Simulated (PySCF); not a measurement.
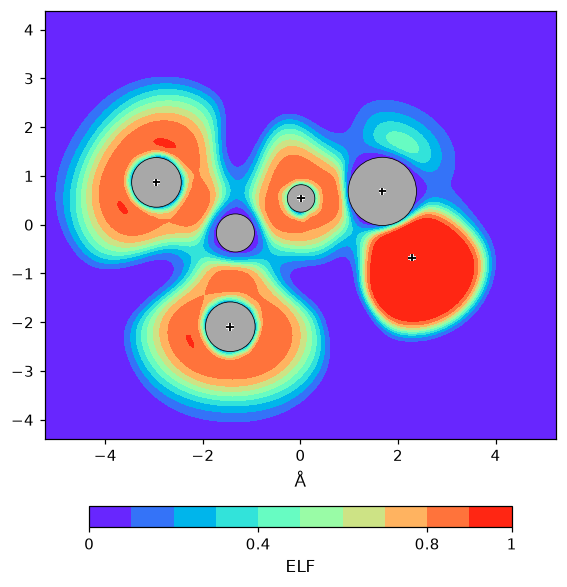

The ELF on a plane through atoms (crosses mark nuclei in the plane; grey discs cover the cores).

Level of theory: PBE0/pcSseg-1, SCF density, gas phase, non-relativistic in PySCF.

Candidates:
A. C$_{3}$H$_{7}$FO$_{2}$Si
B. C$_{5}$H$_{11}$NO$_{2}$Si
C. Cl$_{3}$H$_{3}$OSi$_{2}$

Which candidate gave the map?

Candidate C: Cl$_{3}$H$_{3}$OSi$_{2}$ on the plane of atoms O5, Si6 and H9, which holds Cl, O, Si and H. Si–H (1.49 Å): the ELF climbs to about 1 towards the hydrogen, as it does in any bond to H. Si–O (1.67 Å): the ELF peaks at about 0.85 between the atoms, as expected for a shared but strongly polarised pair.
